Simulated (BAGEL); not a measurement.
**H3O+ (oxonium): HF/aug-cc-pVTZ (density fitting with cc-pvqz-jkfit)**

What is the energy change on altering one bond length of H3O+ (oxonium) at HF/aug-cc-pVTZ (density fitting with cc-pvqz-jkfit)? 

The results are computed with BAGEL 1.2.2.

2 further runs of the same task are left out: 2 set aside as unsound or not needed.

## Step 1: The structure to begin with

H3O+: 4 atoms, total charge +1, spin state singlet. SMILES: `[OH3+]`. The shape is that of a PBE0-D4/def2-TZVP optimisation.

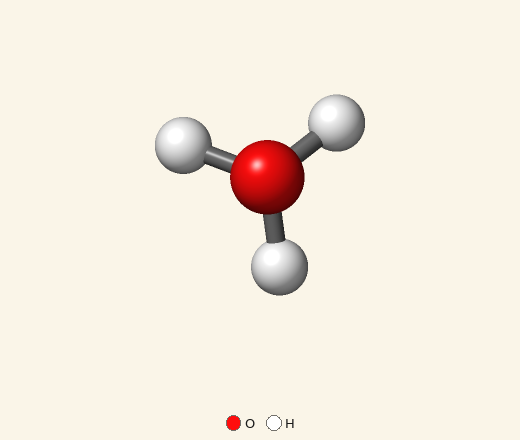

The structure, seen from a chosen angle (oxygen red, hydrogen white).

## Step 2: The energy at HF/aug-cc-pVTZ (density fitting with cc-pvqz-jkfit)

Input file calc.json:

```json
{ "bagel": [

{
  "title": "molecule",
  "basis": "aug-cc-pvtz.json",
  "df_basis": "cc-pvqz-jkfit",
  "angstrom": true,
  "geometry": [
    { "atom": "O", "xyz": [    0.181970,   -0.056700,   -0.052760 ] },
    { "atom": "H", "xyz": [    0.219060,    0.918440,    0.015140 ] },
    { "atom": "H", "xyz": [   -0.408890,   -0.368290,   -0.767380 ] },
    { "atom": "H", "xyz": [    0.007860,   -0.493450,    0.805020 ] }
  ]
},
{ "title": "hf", "charge": 1 },
{ "title": "print", "file": "orbitals.molden", "orbitals": true }

]}
```

The basis set aug-cc-pVTZ is read from a file made from the Basis Set Exchange's data (not shown).

Launch:

```sh
BAGEL_NUM_THREADS=1 BAGEL calc.json > calc.out
```

The program printed:

```text
* using 1 threads per process

  ===============================================================
  ===============================================================

  *** Geometry ***

  { "atom" : "O", "xyz" : [      0.343873,     -0.107147,     -0.099702 ] },
  { "atom" : "H", "xyz" : [      0.413963,      1.735600,      0.028610 ] },
  { "atom" : "H", "xyz" : [     -0.772690,     -0.695967,     -1.450138 ] },
  { "atom" : "H", "xyz" : [      0.014853,     -0.932485,      1.521267 ] },

  Number of auxiliary basis functions:      259

  Since a DF basis is specified, we compute 2- and 3-index integrals:
    o Being stored without compression. Storage requirement is 0.027 GB

  Number of basis functions:      115
  Number of electrons      :       11

    * METHOD: MOLECULE                             0.08

  *** RHF ***

  === Nuclear Repulsion ===
    13.9563073607

      * DIIS with orbital gradients will be used.

  === RHF iteration (aug-cc-pvtz.json) ===
      0        -76.22425568          0.02046135           0.01
      1        -76.30749043          0.01342774           0.02
      2        -76.33924686          0.00157594           0.02
      3        -76.33985704          0.00025272           0.02
      4        -76.33987594          0.00003612           0.02
      5        -76.33987649          0.00000844           0.02
      6        -76.33987652          0.00000221           0.02
      7        -76.33987653          0.00000037           0.02
      8        -76.33987653          0.00000010           0.02
      9        -76.33987653          0.00000004           0.02
     10        -76.33987653          0.00000001           0.02
    * SCF iteration converged.

    * Permanent dipole moment:
           (    0.517703,    -0.161337,    -0.150092) a.u.

    * METHOD: HF                                   0.24

    * METHOD: PRINT                                0.02

  ===============================================================
```

Wall time 0.5 s (1 thread of Arm Neoverse V2, shared host).

## Step 3: The distorted shape at the same level

Input file input.json:

```json
{ "bagel" : [

{
  "title" : "molecule",
  "basis" : "aug-cc-pvtz.json",
  "df_basis" : "cc-pvqz-jkfit",
  "angstrom" : true,
  "geometry" : [
    { "atom" : "O", "xyz" : [       0.270577,      -0.009973,       0.054407 ] },
    { "atom" : "H", "xyz" : [       0.307667,       0.965167,       0.122307 ] },
    { "atom" : "H", "xyz" : [      -0.408890,      -0.368290,      -0.767380 ] },
    { "atom" : "H", "xyz" : [       0.096467,      -0.446723,       0.912187 ] }
  ]
},

{ "title" : "hf", "charge" : 1 },

{ "title" : "print", "file" : "orbitals.molden", "orbitals" : true }

]}
```

The basis set aug-cc-pVTZ is read from a file made from the Basis Set Exchange's data (not shown).

Launch:

```sh
BAGEL_NUM_THREADS=1 BAGEL input.json > input.out
```

The program printed:

```text
* using 1 threads per process

  ===============================================================
  ===============================================================

  *** Geometry ***

  { "atom" : "O", "xyz" : [      0.511316,     -0.018846,      0.102814 ] },
  { "atom" : "H", "xyz" : [      0.581406,      1.823901,      0.231127 ] },
  { "atom" : "H", "xyz" : [     -0.772690,     -0.695967,     -1.450138 ] },
  { "atom" : "H", "xyz" : [      0.182296,     -0.844184,      1.723784 ] },

  Number of auxiliary basis functions:      259

  Since a DF basis is specified, we compute 2- and 3-index integrals:
    o Being stored without compression. Storage requirement is 0.027 GB

  Number of basis functions:      115
  Number of electrons      :       11

    * METHOD: MOLECULE                             0.08

  *** RHF ***

  === Nuclear Repulsion ===
    13.3460523628

      * DIIS with orbital gradients will be used.

  === RHF iteration (aug-cc-pvtz.json) ===
      0        -76.20300692          0.02031564           0.01
      1        -76.28382395          0.01417273           0.02
      2        -76.32092029          0.00161882           0.02
      3        -76.32162595          0.00027337           0.02
      4        -76.32165156          0.00004558           0.02
      5        -76.32165251          0.00001069           0.02
      6        -76.32165257          0.00000291           0.02
      7        -76.32165257          0.00000052           0.02
      8        -76.32165257          0.00000013           0.02
      9        -76.32165257          0.00000006           0.02
     10        -76.32165257          0.00000001           0.02
     11        -76.32165257          0.00000000           0.02
    * SCF iteration converged.

    * Permanent dipole moment:
           (    0.606598,    -0.104623,    -0.025011) a.u.

    * METHOD: HF                                   0.27

    * METHOD: PRINT                                0.02

  ===============================================================
```

Wall time 0.54 s (1 thread of Arm Neoverse V2, shared host).

## Step 4: Results

At HF/aug-cc-pVTZ (density fitting with cc-pvqz-jkfit):

| quantity | value |
| --- | --- |
| first shape: total energy | -76.33988 Eh |
| first shape: HOMO energy | -25.89 eV |
| first shape: LUMO energy | -4.67 eV |
| first shape: HOMO–LUMO gap | 21.22 eV |
| distorted shape: total energy | -76.32165 Eh |
| distorted shape: HOMO energy | -25.39 eV |
| distorted shape: LUMO energy | -4.92 eV |
| distorted shape: HOMO–LUMO gap | 20.47 eV |
| energy change with the O1–H3 bond stretched from 0.978 to 1.125 Å | 0.496 eV |

What this shows: With the O1–H3 bond stretched from 0.978 to 1.125 Å the energy rises by 0.50 eV (11.4 kcal/mol). The first shape isn't relaxed at this level, so the change isn't measured from a minimum.
